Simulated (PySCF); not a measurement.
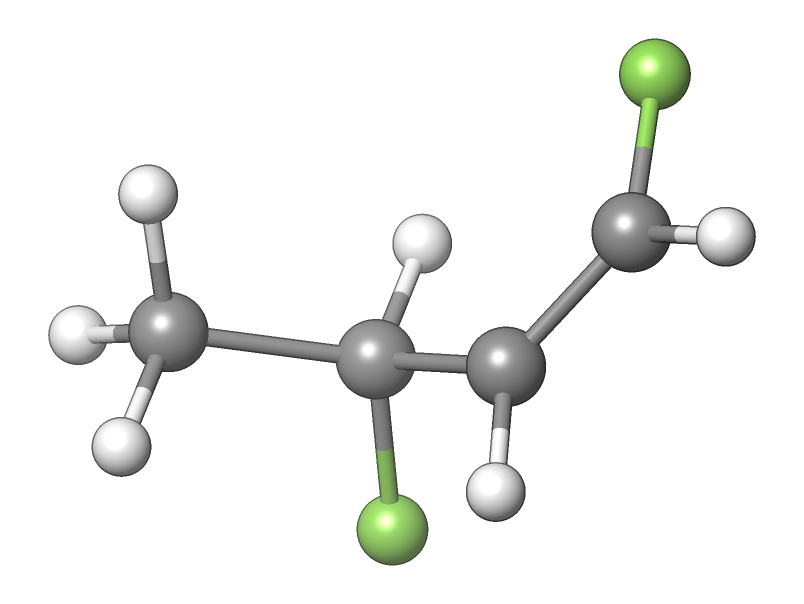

Colours: carbon grey, fluorine green, hydrogen white.

The geometry was computed by an optimisation with PBE0-D3(BJ)/def2-SVP. No frequency run is at hand to confirm it as a minimum.

What does the picture show?

Formula C₄H₆F₂. Its SMILES string is `C[C@H](F)/C=C\F`. It has no ring. Among its groups: alkene, C–F bond. The point group is C1. Coordination: 2 C tetrahedral; 2 C trigonal planar.

The parts below concern this one geometry. Atoms keep their numbers from picture to picture.

Dipole moment

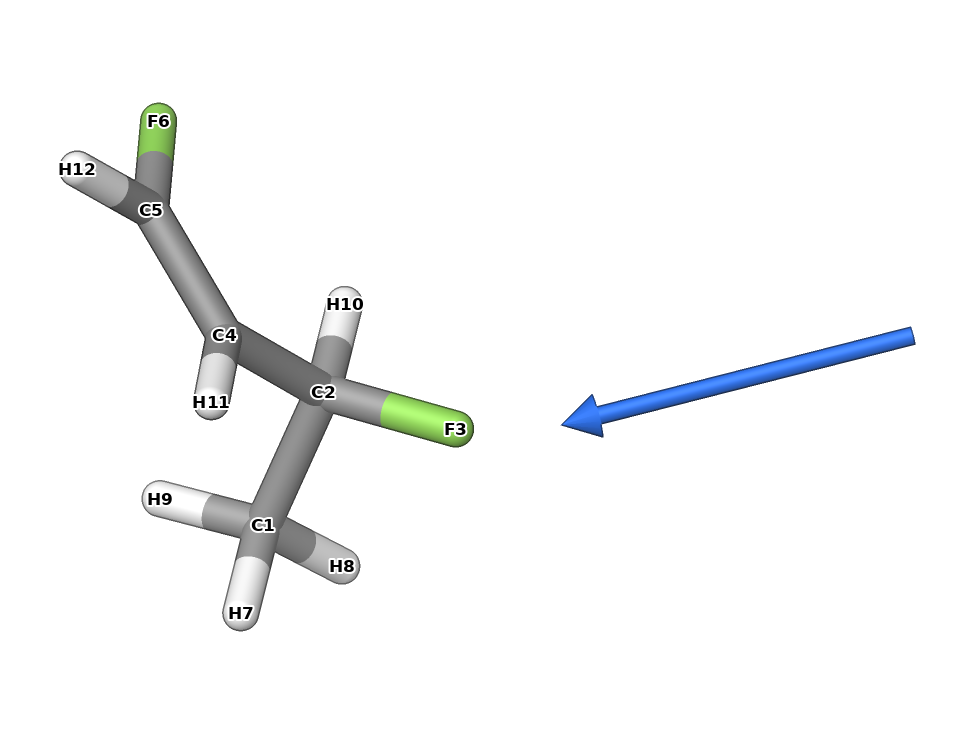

The arrow beside the molecule shows the direction of the dipole moment, from the negative to the positive end (its length means nothing). No frequency run is at hand to confirm it as a minimum. Properties computed with PBE0/aug-cc-pVDZ, gas phase (PySCF 2.14.0).

Estimate the dipole moment.

1.82 D; it points from the side of F3 to the side of H12 (the outermost atoms at the two ends).

NMR shielding

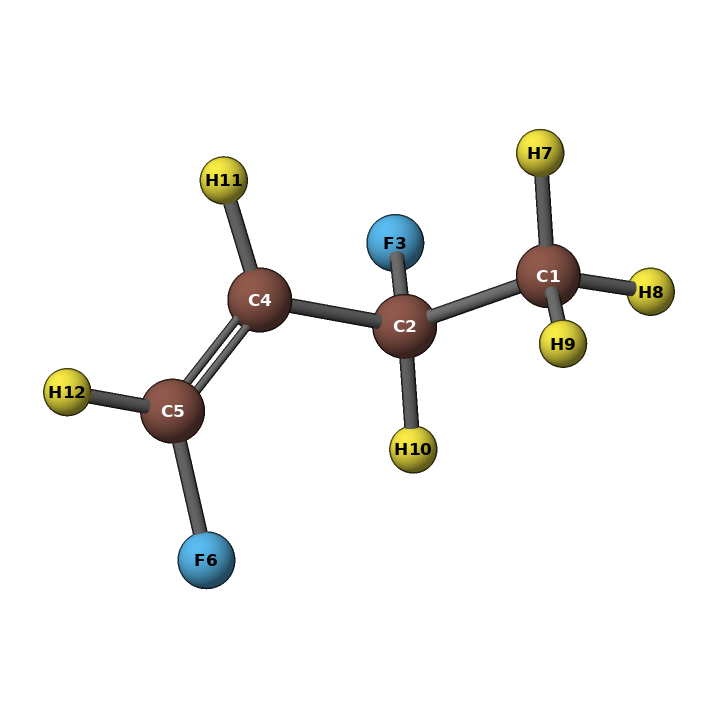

The questions are on isotropic NMR shieldings of the H atoms. No frequency run is at hand to confirm it as a minimum. Method: GIAO PBE0/IGLO-III NMR shielding, non-relativistic, gas phase (PySCF 2.14.0).

Give the isotropic NMR shieldings of the H atoms atom by atom.

```tsv
atom	σ (ppm)
H7	30.13
H8	29.78
H9	30.38
H10	25.68
H11	26.29
H12	24.74
```

Charges

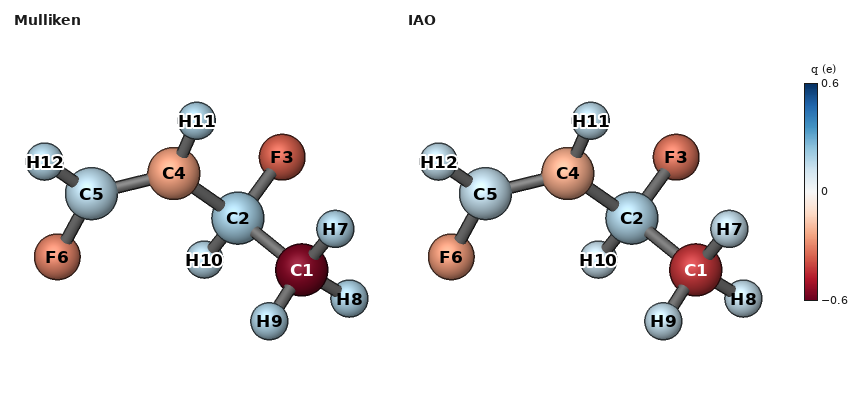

Atomic charges of one calculation by 2 schemes, on one colour scale. No frequency run is at hand to confirm it as a minimum. Method: PBE0/6-31G* (PySCF 2.14.0).

Which scheme gives the most polar picture (largest mean size of the charges)?

The Mulliken charges are the largest in size here.

On which atom do the schemes disagree most?

On C1 (from −0.56 to −0.43 e).

List the charges (e), one line for each set of equivalent atoms.

| atom | Mulliken | IAO |
| --- | --- | --- |
| C1 | −0.56 | −0.43 |
| C2 | 0.20 | 0.19 |
| F3 | −0.36 | −0.32 |
| C4 | −0.25 | −0.22 |
| C5 | 0.16 | 0.15 |
| F6 | −0.29 | −0.26 |
| H7 | 0.18 | 0.14 |
| H8 | 0.19 | 0.15 |
| H9 | 0.18 | 0.15 |
| H10 | 0.17 | 0.14 |
| H11 | 0.19 | 0.16 |
| H12 | 0.18 | 0.15 |

Mulliken values depend strongly on the basis set and can even reverse the polarity of a bond.
